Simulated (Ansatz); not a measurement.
How far to go with the plane-wave cutoff: LaCu (Pm, 8 atoms in the cell)

```
LaCu
1.0
    7.55284     0.00000     0.00000
    0.00000     4.60795     0.00000
    0.00000     0.00000     5.60478
La Cu
4 4
Direct
  0.67608   0.25000   0.40322
  0.32392   0.75000   0.60570
  0.82392   0.75000   0.89430
  0.17608   0.25000   0.10570
  0.53201   0.25000   0.89602
  0.46799   0.75000   0.10398
  0.96799   0.75000   0.39602
  0.03201   0.25000   0.60398
```

Computed with PBEsol, default PAW files made with PBE (plane waves; Ansatz, a program for electronic structure).

Base settings: basis.ecutwfc = 420 eV; kpoints.mp_grid.grid = 2 3 2; hamiltonian.xc = pbesol; hamiltonian.pseudopotentials = {kind: paw} (the program's default PAW files); scf.occupations.method = gaussian; scf.occupations.width = 0.1 eV.

The second cell is the first with its lattice scaled by 0.98.

The mesh stays at the base's, so the ladder's end is converged at best in this setting alone.

The first pressure column holds Ansatz's estimate of the finite-basis (Pulay) stress, which hides part of the cutoff error; the other is without it.

Only quantities that move along the ladder and can be compared are tabulated.

The count of work is k-points × plane waves × bands × iterations; it is no time. 

The starting cell comes from a database of computed structures (which also holds hypothetical and non-ambient phases and stackings), without a prior relaxation at this level. Its lattice was rescaled by up to half a per cent. One atom was moved a little off its site on purpose. Spin polarisation is off. Without a gap this mesh is coarse (it stands for a supercell whose shortest vector is 11 Å).

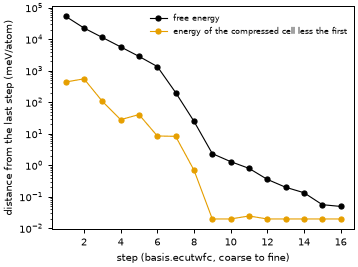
*Distance from the last step along the ladder; very small values are drawn at a floor.*

```csv
basis.ecutwfc,free energy less the last step's (meV/atom),energy of the compressed cell less the first (meV/atom),pressure (GPa),pressure without the Pulay estimate (GPa),largest difference of a force vector from the last step's (eV/Å),count of work / last
145 eV,53863.77,-440.87,12.05,-1194.20,0.926,0.073
170 eV,22895.57,-557.02,3.34,-575.79,0.380,0.083
190 eV,11518.24,-106.07,3.77,-322.99,0.324,0.090
210 eV,5776.77,30.51,0.59,-182.84,0.274,0.095
230 eV,2885.02,-38.94,0.00,-104.50,0.135,0.11
250 eV,1374.63,-6.35,-0.81,-58.15,0.132,0.12
295 eV,205.04,10.62,-1.24,-13.66,0.035,0.16
335 eV,25.12,2.97,-1.41,-3.54,0.004,0.19
380 eV,2.37,2.25,-1.47,-1.60,0.000,0.20
420 eV,1.32,2.27,-1.47,-1.49,0.000,0.24
460 eV,0.81,2.28,-1.47,-1.50,0.000,0.31
505 eV,0.36,2.27,-1.47,-1.48,0.000,0.35
565 eV,0.20,2.27,-1.47,-1.47,0.000,0.42
630 eV,0.14,2.26,-1.47,-1.47,0.000,0.49
735 eV,0.06,2.26,-1.47,-1.47,0.000,0.62
840 eV,0.04,2.26,-1.47,-1.47,0.000,0.76
1010 eV,0.00,2.26,-1.47,-1.47,0.000,1.0
```

Coarsest basis.ecutwfc that holds the pressure without the Pulay estimate within 0.1 GPa of the last step, with all finer ones: 420 eV, at 0.24 of the last step's count of work; the step before is off by 0.13 GPa.

Coarsest basis.ecutwfc that holds the energy of the compressed cell less the first within 0.5 meV/atom of the last step, with all finer ones: 380 eV, at 0.20 of the last step's count of work; the step before is off by 0.71 meV/atom.

Coarsest basis.ecutwfc that holds the pressure within 0.5 GPa of the last step, with all finer ones: 295 eV, at 0.16 of the last step's count of work; the step before is off by 0.66 GPa.

The energy difference between the two cells stays within 1 meV/atom of the last step's from 335 eV on, the total only from 460 eV on: much of the error is common to both cells and cancels.

At the lowest cutoff the pressure without the Pulay estimate lies 1190 GPa under the last step's, the usual sign of Pulay stress in an incomplete plane-wave basis.

Keys are those of Ansatz 0.2.
